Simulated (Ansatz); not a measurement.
# CH₈SeSi₂: a ladder of functionals and wavefunction methods

How much do the methods differ for CH₈SeSi₂? The plan is to run it at one geometry with functionals of several rungs and with coupled cluster. The yardstick is the atomisation energy at the CCSD(T) limit.

Program: Ansatz 0.2.0, Gaussian basis. Level of theory: functionals in def2-TZVPP, the program's frozen cores in correlated methods. These are calculated values, not measurements.

Plan: LDA (SPW92), PBE-D4, revPBE-D4, BLYP-D4, r2SCAN-D4, B97M-V, PBE0-D4, B3LYP-D4, r2SCANh-D4, r2SCAN0-D4, HSE06-D4, BHLYP-D4, CAM-B3LYP-D4, LC-ωPBE, ωB97X-V, ωB97M-V, B2PLYP, PBE-QIDH; CCSD(T)/def2-SVP; CCSD(T)/def2-TZVPP; MP2/def2-QZVPP; extrapolation to the limit; RPA on PBE.

### Step 1. The relaxed structure

The geometry comes from an earlier relaxation with PBE0-D4 in a triple-zeta def2 set; it is a stationary point, not always the lowest conformer.

12 atoms, charge 0, spin multiplicity 1.

Atoms are counted from 1 here; the program's logs count them from 0.

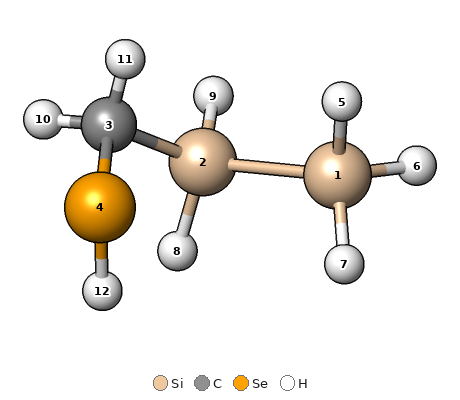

The geometry (silicon light orange, carbon grey, selenium orange, hydrogen white); atoms are numbered from 1 in the order of the file.

### Step 2. LDA

This LDA is Slater exchange with PW92 correlation.

File in.yaml:

```yaml
crystal:
  periodic: [false, false, false]
  atoms:
    - {symbol: Si, position_ang: [-1.118637, 1.409487, -0.608211]}
    - {symbol: Si, position_ang: [0.009539, 0.125774, 0.992649]}
    - {symbol: C, position_ang: [1.385898, -0.846743, 0.160530]}
    - {symbol: Se, position_ang: [0.662128, -1.899770, -1.321455]}
    - {symbol: H, position_ang: [-0.138984, 1.930135, -1.600782]}
    - {symbol: H, position_ang: [-1.779496, 2.570110, 0.051411]}
    - {symbol: H, position_ang: [-2.158002, 0.620428, -1.317282]}
    - {symbol: H, position_ang: [-0.926387, -0.841365, 1.633127]}
    - {symbol: H, position_ang: [0.572609, 0.992955, 2.069273]}
    - {symbol: H, position_ang: [1.936094, -1.495462, 0.842245]}
    - {symbol: H, position_ang: [2.096379, -0.162642, -0.308424]}
    - {symbol: H, position_ang: [-0.464241, -2.458205, -0.559084]}
basis:
  gaussian: {orbitals: def2-TZVPP}
hamiltonian: {xc: lda}
output: {orbitals: {seedname: orbitals}}
```

Started as:

```console
$ ansatz run in.yaml --threads 4 --pin off --events-out ev --progress --plain --max-ram 10444MiB
```

The program printed, shortened:

```text
Functional definition: SPW92
  name "SPW92"
  cite "Dirac, Proc. Camb. Phil. Soc. 26, 376 (1930) doi:10.1017/S0305004100016108"
  cite "Slater, Phys. Rev. 81, 385 (1951) doi:10.1103/PhysRev.81.385"
  cite "Perdew & Wang, Phys. Rev. B 45, 13244 (1992) doi:10.1103/PhysRevB.45.13244"
[...]
1615 factors; their error is unknown
[...]
mean field -82105.13268483 eV, -3017.3079733098 hartree, gradient 2.7e-5 eV, S^2 0.000000; 0 other end points of the search recorded, 0 dependent functions left out
reference -82105.13272981 eV, -3017.3079749627 hartree; 38, 38 occupied and 237, 237 virtual orbitals, 1615 factors
Total energy: -82105.13272981 eV, -3017.3079749627 hartree
```

Wall time 0.65 s (4 threads of AMD EPYC 9R45, shared host); peak memory 0.43 GiB.

Atomisation energy: 4106.3 kJ/mol (free atoms -82062.574 eV, run apart). HOMO -5.69 eV, LUMO -1.48 eV.

### Step 3. PBE-D4 (GGA)

Changes to in.yaml since step 2:

```diff
@@ -17,3 +17,3 @@
   gaussian: {orbitals: def2-TZVPP}
-hamiltonian: {xc: lda}
-output: {orbitals: {seedname: orbitals}}
+hamiltonian: {xc: pbe, dispersion: d4}
+output: {forces: true, orbitals: {seedname: orbitals}}
```

The command is unchanged.

The program printed, shortened:

```text
Functional definition: PBE
  name "PBE"
  cite "Perdew, Burke & Ernzerhof, Phys. Rev. Lett. 77, 3865 (1996) doi:10.1103/PhysRevLett.77.3865"
  parent pbe
[...]
1615 factors; their error is unknown
[...]
mean field -82253.21477250 eV, -3022.7498896579 hartree, gradient 3.9e-5 eV, S^2 0.000000; 0 other end points of the search recorded, 0 dependent functions left out
[...]
Atom 8 at     0.572609     0.992955     2.069273 Å, force     0.053250     0.090724     0.122746 eV/Å
Atom 9 at     1.936094    -1.495462     0.842245 Å, force     0.121025    -0.119896     0.141740 eV/Å
Atom 10 at     2.096379    -0.162642    -0.308424 Å, force     0.136672     0.127620    -0.090623 eV/Å
Atom 11 at    -0.464241    -2.458205    -0.559084 Å, force    -0.204831    -0.095683     0.152273 eV/Å
Dipole moment:     0.127768    -0.018220     0.147640 e Å
```

Wall time 1.2 s (4 threads of AMD EPYC 9R45, shared host); peak memory 0.44 GiB.

Atomisation energy: 3670.6 kJ/mol (free atoms -82215.491 eV, run apart). HOMO -5.56 eV, LUMO -1.29 eV.

### Step 4. revPBE-D4 (GGA)

Changes to in.yaml since step 3:

```diff
@@ -17,3 +17,3 @@
   gaussian: {orbitals: def2-TZVPP}
-hamiltonian: {xc: pbe, dispersion: d4}
-output: {forces: true, orbitals: {seedname: orbitals}}
+hamiltonian: {xc: {name: revPBE}, dispersion: d4}
+output: {orbitals: {seedname: orbitals}}
```

The command is unchanged.

The program printed, shortened:

```text
Functional definition: revPBE
  name "revPBE"
  cite "Zhang & Yang, Phys. Rev. Lett. 80, 890 (1998) doi:10.1103/PhysRevLett.80.890"
  cite "Perdew, Burke & Ernzerhof, Phys. Rev. Lett. 77, 3865 (1996) doi:10.1103/PhysRevLett.77.3865"
[...]
1615 factors; their error is unknown
[...]
mean field -82263.99905933 eV, -3023.1462048890 hartree, gradient 2.2e-5 eV, S^2 0.000000; 0 other end points of the search recorded, 0 dependent functions left out
reference -82263.99911932 eV, -3023.1462070936 hartree; 38, 38 occupied and 237, 237 virtual orbitals, 1615 factors
Total energy: -82264.84959130 eV, -3023.1774613625 hartree
```

Run time: 0.95 s. Hardware: 4 threads of AMD EPYC 9R45, shared host; peak memory 0.44 GiB.

Atomisation energy: 3613.9 kJ/mol (free atoms -82227.394 eV, run apart). HOMO -5.51 eV, LUMO -1.20 eV.

### Step 5. BLYP-D4 (GGA)

Changes to in.yaml since step 4:

```diff
@@ -17,3 +17,3 @@
   gaussian: {orbitals: def2-TZVPP}
-hamiltonian: {xc: {name: revPBE}, dispersion: d4}
+hamiltonian: {xc: {name: BLYP}, dispersion: d4}
 output: {orbitals: {seedname: orbitals}}
```

Launched as before.

The program printed, shortened:

```text
Functional definition: BLYP
  name "BLYP"
  cite "Becke, Phys. Rev. A 38, 3098 (1988) doi:10.1103/PhysRevA.38.3098"
  cite "Lee, Yang & Parr, Phys. Rev. B 37, 785 (1988) doi:10.1103/PhysRevB.37.785"
[...]
1615 factors; their error is unknown
[...]
mean field -82272.80459006 eV, -3023.4698021749 hartree, gradient 3.0e-5 eV, S^2 0.000000; 0 other end points of the search recorded, 0 dependent functions left out
reference -82272.80500011 eV, -3023.4698172440 hartree; 38, 38 occupied and 237, 237 virtual orbitals, 1615 factors
Total energy: -82273.48945257 eV, -3023.4949704079 hartree
```

Wall time 0.95 s (4 threads of AMD EPYC 9R45, shared host); peak memory 0.44 GiB.

With the free atoms at this level, -82235.816 eV in sum, the atomisation energy is 3634.9 kJ/mol. HOMO -5.40 eV, LUMO -1.16 eV.

### Step 6. r2SCAN-D4 (meta-GGA)

Changes to in.yaml since step 5:

```diff
@@ -17,3 +17,3 @@
   gaussian: {orbitals: def2-TZVPP}
-hamiltonian: {xc: {name: BLYP}, dispersion: d4}
-output: {orbitals: {seedname: orbitals}}
+hamiltonian: {xc: r2scan, dispersion: d4}
+output: {forces: true, orbitals: {seedname: orbitals}}
```

Launched as before.

The program printed, shortened:

```text
Functional definition: r2SCAN
  name "r2SCAN"
  cite "Furness, Kaplan, Ning, Perdew & Sun, J. Phys. Chem. Lett. 11, 8208 (2020) doi:10.1021/acs.jpclett.0c02405"
  cite "Furness, Kaplan, Ning, Perdew & Sun, J. Phys. Chem. Lett. 11, 9248 (2020) doi:10.1021/acs.jpclett.0c03077"
  parent r2scan
[...]
1615 factors; their error is unknown
[...]
Atom 8 at     0.572609     0.992955     2.069273 Å, force    -0.004014    -0.013561    -0.004345 eV/Å
Atom 9 at     1.936094    -1.495462     0.842245 Å, force     0.009965     0.006004    -0.012785 eV/Å
Atom 10 at     2.096379    -0.162642    -0.308424 Å, force    -0.002701    -0.023248     0.001905 eV/Å
Atom 11 at    -0.464241    -2.458205    -0.559084 Å, force     0.006973     0.005623    -0.003962 eV/Å
Dipole moment:     0.123806    -0.004749     0.167523 e Å
```

Run time: 1.9 s. Hardware: 4 threads of AMD EPYC 9R45, shared host; peak memory 0.47 GiB.

With the free atoms at this level, -82232.541 eV in sum, the atomisation energy is 3677.4 kJ/mol. HOMO -5.80 eV, LUMO -1.03 eV.

### Step 7. B97M-V (meta-GGA)

Changes to in.yaml since step 6:

```diff
@@ -17,3 +17,3 @@
   gaussian: {orbitals: def2-TZVPP}
-hamiltonian: {xc: r2scan, dispersion: d4}
-output: {forces: true, orbitals: {seedname: orbitals}}
+hamiltonian: {xc: {name: B97M-V}}
+output: {orbitals: {seedname: orbitals}}
```

Launched as before.

The program printed, shortened:

```text
Functional definition: B97M-V
  name "B97M-V"
  cite "Mardirossian & Head-Gordon, J. Chem. Phys. 142, 074111 (2015) doi:10.1063/1.4907719"
  cite "Becke, J. Chem. Phys. 107, 8554 (1997) doi:10.1063/1.475007"
  cite "Vydrov & Van Voorhis, J. Chem. Phys. 133, 244103 (2010) doi:10.1063/1.3521275"
  # Of w^i u^j: cxij and so on, Table III.
[...]
  gx(w, u) = cx00 + cx01*u + cx02*u^2 + (cx10 + cx11*u)*w
[...]
  gos(w, u) = cos00 + cos01*u + cos03*u^3 + cos10*w + cos32*w^3*u^2
[...]
      + integral(e_c_pw_mod_opposite_spin*gos(b97_w_opposite, b97_u_opposite)) + vv10(b, c)
1615 factors; their error is unknown
[...]
mean field -82257.23291679 eV, -3022.8975537370 hartree, gradient 3.8e-5 eV, S^2 0.000000; 0 other end points of the search recorded, 0 dependent functions left out
reference -82257.23298964 eV, -3022.8975564142 hartree; 38, 38 occupied and 237, 237 virtual orbitals, 1615 factors
Total energy: -82257.23298964 eV, -3022.8975564142 hartree
```

Run time: 3.6 s. Hardware: 4 threads of AMD EPYC 9R45, shared host; peak memory 0.53 GiB.

Atomisation energy: 3689.5 kJ/mol (free atoms -82218.994 eV, run apart). HOMO -5.93 eV, LUMO -1.17 eV.

### Step 8. PBE0-D4 (hybrid)

Changes to in.yaml since step 7:

```diff
@@ -17,3 +17,3 @@
   gaussian: {orbitals: def2-TZVPP}
-hamiltonian: {xc: {name: B97M-V}}
+hamiltonian: {xc: pbe0, dispersion: d4}
 output: {orbitals: {seedname: orbitals}}
```

Launched as before.

The program printed, shortened:

```text
Functional definition: PBE0
  name "PBE0"
  cite "Adamo & Barone, J. Chem. Phys. 110, 6158 (1999) doi:10.1063/1.478522"
  cite "Perdew, Burke & Ernzerhof, Phys. Rev. Lett. 77, 3865 (1996) doi:10.1103/PhysRevLett.77.3865"
  parent pbe
[...]
1646 factors; their error is unknown
[...]
mean field -82257.25636697 eV, -3022.8984155153 hartree, gradient 2.4e-5 eV, S^2 0.000000; 0 other end points of the search recorded, 0 dependent functions left out
reference -82257.25640302 eV, -3022.8984168402 hartree; 38, 38 occupied and 237, 237 virtual orbitals, 1646 factors
Total energy: -82257.53097400 eV, -3022.9085071376 hartree
```

Wall time 1.6 s (4 threads of AMD EPYC 9R45, shared host); peak memory 0.92 GiB.

Atomisation energy: 3651.6 kJ/mol (free atoms -82219.684 eV, run apart). HOMO -6.69 eV, LUMO -0.44 eV.

### Step 9. B3LYP-D4 (hybrid)

B3LYP here takes the VWN-RPA correlation.

Changes to in.yaml since step 8:

```diff
@@ -17,3 +17,3 @@
   gaussian: {orbitals: def2-TZVPP}
-hamiltonian: {xc: pbe0, dispersion: d4}
-output: {orbitals: {seedname: orbitals}}
+hamiltonian: {xc: {name: B3LYP}, dispersion: d4}
+output: {forces: true, orbitals: {seedname: orbitals}}
```

Launched as before.

The program printed, shortened:

```text
Functional definition: B3LYP
  name "B3LYP"
  cite "Stephens, Devlin, Chabalowski & Frisch, J. Phys. Chem. 98, 11623 (1994) doi:10.1021/j100096a001"
  cite "Becke, Phys. Rev. A 38, 3098 (1988) doi:10.1103/PhysRevA.38.3098"
  cite "Lee, Yang & Parr, Phys. Rev. B 37, 785 (1988) doi:10.1103/PhysRevB.37.785"
  cite "Vosko, Wilk & Nusair, Can. J. Phys. 58, 1200 (1980) doi:10.1139/p80-159"
[...]
1643 factors; their error is unknown
[...]
Atom 8 at     0.572609     0.992955     2.069273 Å, force    -0.032219    -0.050946    -0.060577 eV/Å
Atom 9 at     1.936094    -1.495462     0.842245 Å, force    -0.024400     0.055942    -0.046787 eV/Å
Atom 10 at     2.096379    -0.162642    -0.308424 Å, force    -0.032390    -0.056770     0.044307 eV/Å
Atom 11 at    -0.464241    -2.458205    -0.559084 Å, force    -0.039695    -0.032862     0.011910 eV/Å
Dipole moment:     0.121960    -0.003162     0.159547 e Å
```

Run time: 2.4 s. Hardware: 4 threads of AMD EPYC 9R45, shared host; peak memory 0.98 GiB.

Atomisation energy: 3671.6 kJ/mol (free atoms -82237.885 eV, run apart). HOMO -6.47 eV, LUMO -0.65 eV.

### Step 10. r2SCANh-D4 (hybrid)

Changes to in.yaml since step 9:

```diff
@@ -17,3 +17,3 @@
   gaussian: {orbitals: def2-TZVPP}
-hamiltonian: {xc: {name: B3LYP}, dispersion: d4}
-output: {forces: true, orbitals: {seedname: orbitals}}
+hamiltonian: {xc: {name: r2SCANh}, dispersion: d4}
+output: {orbitals: {seedname: orbitals}}
```

Same command.

The program printed, shortened:

```text
Functional definition: r2SCANh
  name "r2SCANh"
  cite "Bursch, Neugebauer, Ehlert & Grimme, J. Chem. Phys. 156, 134105 (2022) doi:10.1063/5.0086040"
  cite "Furness, Kaplan, Ning, Perdew & Sun, J. Phys. Chem. Lett. 11, 8208 (2020) doi:10.1021/acs.jpclett.0c02405"
  cite "Furness, Kaplan, Ning, Perdew & Sun, J. Phys. Chem. Lett. 11, 9248 (2020) doi:10.1021/acs.jpclett.0c03077"
  parent r2scan
[...]
1618 factors; their error is unknown
[...]
mean field -82270.38117663 eV, -3023.3807433741 hartree, gradient 5.0e-5 eV, S^2 0.000000; 0 other end points of the search recorded, 0 dependent functions left out
reference -82270.38119016 eV, -3023.3807438713 hartree; 38, 38 occupied and 237, 237 virtual orbitals, 1618 factors
Total energy: -82270.46513372 eV, -3023.3838287402 hartree
```

Wall time 2.2 s (4 threads of AMD EPYC 9R45, shared host); peak memory 0.94 GiB.

Atomisation energy: 3665.6 kJ/mol (free atoms -82232.474 eV, run apart). HOMO -6.22 eV, LUMO -0.72 eV.

### Step 11. r2SCAN0-D4 (hybrid)

Changes to in.yaml since step 10:

```diff
@@ -17,3 +17,3 @@
   gaussian: {orbitals: def2-TZVPP}
-hamiltonian: {xc: {name: r2SCANh}, dispersion: d4}
+hamiltonian: {xc: {name: r2SCAN0}, dispersion: d4}
 output: {orbitals: {seedname: orbitals}}
```

Same command.

The program printed, shortened:

```text
Functional definition: r2SCAN0
  name "r2SCAN0"
  cite "Bursch, Neugebauer, Ehlert & Grimme, J. Chem. Phys. 156, 134105 (2022) doi:10.1063/5.0086040"
  cite "Furness, Kaplan, Ning, Perdew & Sun, J. Phys. Chem. Lett. 11, 8208 (2020) doi:10.1021/acs.jpclett.0c02405"
  cite "Furness, Kaplan, Ning, Perdew & Sun, J. Phys. Chem. Lett. 11, 9248 (2020) doi:10.1021/acs.jpclett.0c03077"
  parent r2scan
[...]
1646 factors; their error is unknown
[...]
mean field -82270.12342729 eV, -3023.3712712602 hartree, gradient 4.3e-5 eV, S^2 0.000000; 0 other end points of the search recorded, 0 dependent functions left out
reference -82270.12343904 eV, -3023.3712716922 hartree; 38, 38 occupied and 237, 237 virtual orbitals, 1646 factors
Total energy: -82270.21690646 eV, -3023.3747065567 hartree
```

It took 2.2 s on 4 threads of AMD EPYC 9R45, shared host; peak memory 0.95 GiB.

With the free atoms at this level, -82232.393 eV in sum, the atomisation energy is 3649.5 kJ/mol. HOMO -6.86 eV, LUMO -0.28 eV.

### Step 12. HSE06-D4 (hybrid)

HSE06 is the plane-wave form, built on full-range PBE exchange.

Changes to in.yaml since step 11:

```diff
@@ -17,3 +17,3 @@
   gaussian: {orbitals: def2-TZVPP}
-hamiltonian: {xc: {name: r2SCAN0}, dispersion: d4}
+hamiltonian: {xc: hse06, dispersion: d4}
 output: {orbitals: {seedname: orbitals}}
```

The command is unchanged.

The program printed, shortened:

```text
Functional definition: HSE06
  name "HSE06"
  cite "Heyd, Scuseria & Ernzerhof, J. Chem. Phys. 118, 8207 (2003) doi:10.1063/1.1564060"
  cite "Krukau, Vydrov, Izmaylov & Scuseria, J. Chem. Phys. 125, 224106 (2006) doi:10.1063/1.2404663"
  cite "Heyd & Scuseria, J. Chem. Phys. 120, 7274 (2004) doi:10.1063/1.1668634"
  cite "Ernzerhof & Perdew, J. Chem. Phys. 109, 3313 (1998) doi:10.1063/1.476928"
[...]
1646 factors; their error is unknown
136 factors; integrals over basis functions are off by at most 6.1e-7 eV
[...]
mean field -82256.88915259 eV, -3022.8849206356 hartree, gradient 1.9e-5 eV, S^2 0.000000; 0 other end points of the search recorded, 0 dependent functions left out
reference -82256.88920062 eV, -3022.8849224008 hartree; 38, 38 occupied and 237, 237 virtual orbitals, 1646 factors
Total energy: -82257.14837119 eV, -3022.8944467436 hartree
```

It took 1.8 s on 4 threads of AMD EPYC 9R45, shared host; peak memory 0.97 GiB.

With the free atoms at this level, -82219.293 eV in sum, the atomisation energy is 3652.5 kJ/mol. HOMO -6.30 eV, LUMO -0.81 eV.

### Step 13. BHLYP-D4 (hybrid)

Changes to in.yaml since step 12:

```diff
@@ -17,3 +17,3 @@
   gaussian: {orbitals: def2-TZVPP}
-hamiltonian: {xc: hse06, dispersion: d4}
+hamiltonian: {xc: {name: BHLYP}, dispersion: d4}
 output: {orbitals: {seedname: orbitals}}
```

The command is unchanged.

The program printed, shortened:

```text
Functional definition: BHLYP
  name "BHLYP"
  cite "Becke, J. Chem. Phys. 98, 1372 (1993) doi:10.1063/1.464304"
  cite "Becke, Phys. Rev. A 38, 3098 (1988) doi:10.1103/PhysRevA.38.3098"
  cite "Lee, Yang & Parr, Phys. Rev. B 37, 785 (1988) doi:10.1103/PhysRevB.37.785"
[...]
1778 factors; their error is unknown
[...]
mean field -82271.94253438 eV, -3023.4381222130 hartree, gradient 8.1e-5 eV, S^2 0.000000; 0 other end points of the search recorded, 0 dependent functions left out
reference -82271.94274062 eV, -3023.4381297920 hartree; 38, 38 occupied and 237, 237 virtual orbitals, 1778 factors
Total energy: -82272.37965534 eV, -3023.4541861118 hartree
```

Run time: 1.6 s. Hardware: 4 threads of AMD EPYC 9R45, shared host; peak memory 0.95 GiB.

With the free atoms at this level, -82234.860 eV in sum, the atomisation energy is 3620.1 kJ/mol. HOMO -7.69 eV, LUMO 0.44 eV.

### Step 14. CAM-B3LYP-D4 (range-separated)

Changes to in.yaml since step 13:

```diff
@@ -17,3 +17,3 @@
   gaussian: {orbitals: def2-TZVPP}
-hamiltonian: {xc: {name: BHLYP}, dispersion: d4}
+hamiltonian: {xc: {name: CAM-B3LYP}, dispersion: d4}
 output: {orbitals: {seedname: orbitals}}
```

The command is unchanged.

The program printed, shortened:

```text
Functional definition: CAM-B3LYP
  name "CAM-B3LYP"
  cite "Yanai, Tew & Handy, Chem. Phys. Lett. 393, 51 (2004) doi:10.1016/j.cplett.2004.06.011"
  cite "Iikura, Tsuneda, Yanai & Hirao, J. Chem. Phys. 115, 3540 (2001) doi:10.1063/1.1383587"
  cite "Becke, Phys. Rev. A 38, 3098 (1988) doi:10.1103/PhysRevA.38.3098"
  cite "Lee, Yang & Parr, Phys. Rev. B 37, 785 (1988) doi:10.1103/PhysRevB.37.785"
[...]
1643 factors; their error is unknown
401 factors; integrals over basis functions are off by at most 1.4e-5 eV
[...]
mean field -82275.97361530 eV, -3023.5862617042 hartree, gradient 5.3e-5 eV, S^2 0.000000; 0 other end points of the search recorded, 0 dependent functions left out
reference -82275.97376391 eV, -3023.5862671656 hartree; 38, 38 occupied and 237, 237 virtual orbitals, 1643 factors
Total energy: -82276.25818853 eV, -3023.5967195778 hartree
```

It took 1.9 s on 4 threads of AMD EPYC 9R45, shared host; peak memory 1 GiB.

With the free atoms at this level, -82238.162 eV in sum, the atomisation energy is 3675.7 kJ/mol. HOMO -7.98 eV, LUMO 0.58 eV.

### Step 15. LC-ωPBE (range-separated)

Changes to in.yaml since step 14:

```diff
@@ -17,3 +17,3 @@
   gaussian: {orbitals: def2-TZVPP}
-hamiltonian: {xc: {name: CAM-B3LYP}, dispersion: d4}
+hamiltonian: {xc: {name: LC-wPBE}}
 output: {orbitals: {seedname: orbitals}}
```

Same command.

The program printed, shortened:

```text
Functional definition: LC-wPBE
  name "LC-wPBE"
  cite "Vydrov & Scuseria, J. Chem. Phys. 125, 234109 (2006) doi:10.1063/1.2409292"
  cite "Heyd & Scuseria, J. Chem. Phys. 120, 7274 (2004) doi:10.1063/1.1668634"
  cite "Ernzerhof & Perdew, J. Chem. Phys. 109, 3313 (1998) doi:10.1063/1.476928"
  cite "Perdew, Burke & Ernzerhof, Phys. Rev. Lett. 77, 3865 (1996) doi:10.1103/PhysRevLett.77.3865"
  parent pbe
[...]
1615 factors; their error is unknown
520 factors; integrals over basis functions are off by at most 2.6e-5 eV
[...]
mean field -82258.63367585 eV, -3022.9490306831 hartree, gradient 2.8e-5 eV, S^2 0.000000; 0 other end points of the search recorded, 0 dependent functions left out
reference -82258.63367586 eV, -3022.9490306834 hartree; 38, 38 occupied and 237, 237 virtual orbitals, 1615 factors
Total energy: -82258.63367586 eV, -3022.9490306834 hartree
```

It took 1.3 s on 4 threads of AMD EPYC 9R45, shared host; peak memory 0.65 GiB.

Atomisation energy: 3617.5 kJ/mol (free atoms -82221.140 eV, run apart). HOMO -9.35 eV, LUMO 1.74 eV.

### Step 16. ωB97X-V (range-separated)

Changes to in.yaml since step 15:

```diff
@@ -17,3 +17,3 @@
   gaussian: {orbitals: def2-TZVPP}
-hamiltonian: {xc: {name: LC-wPBE}}
+hamiltonian: {xc: {name: wB97X-V}}
 output: {orbitals: {seedname: orbitals}}
```

The command is unchanged.

The program printed, shortened:

```text
Functional definition: wB97X-V
  name "wB97X-V"
  cite "Mardirossian & Head-Gordon, Phys. Chem. Chem. Phys. 16, 9904 (2014) doi:10.1039/C3CP54374A"
  cite "Becke, J. Chem. Phys. 107, 8554 (1997) doi:10.1063/1.475007"
  cite "Vydrov & Van Voorhis, J. Chem. Phys. 133, 244103 (2010) doi:10.1063/1.3521275"
[...]
      + integral(e_c_pw_opposite_spin*poly(b97_u_opposite, cos0, cos1)) + vv10(b, c)
1643 factors; their error is unknown
372 factors; integrals over basis functions are off by at most 1.1e-5 eV
[...]
mean field -82264.37480728 eV, -3023.1600133717 hartree, gradient 9.0e-6 eV, S^2 0.000000; 0 other end points of the search recorded, 0 dependent functions left out
reference -82264.37480485 eV, -3023.1600132823 hartree; 38, 38 occupied and 237, 237 virtual orbitals, 1643 factors
Total energy: -82264.37480485 eV, -3023.1600132823 hartree
```

It took 3.5 s on 4 threads of AMD EPYC 9R45, shared host; peak memory 1.1 GiB.

Atomisation energy: 3702.5 kJ/mol (free atoms -82226.001 eV, run apart). HOMO -9.00 eV, LUMO 1.57 eV.

[end of part 1 of 2]
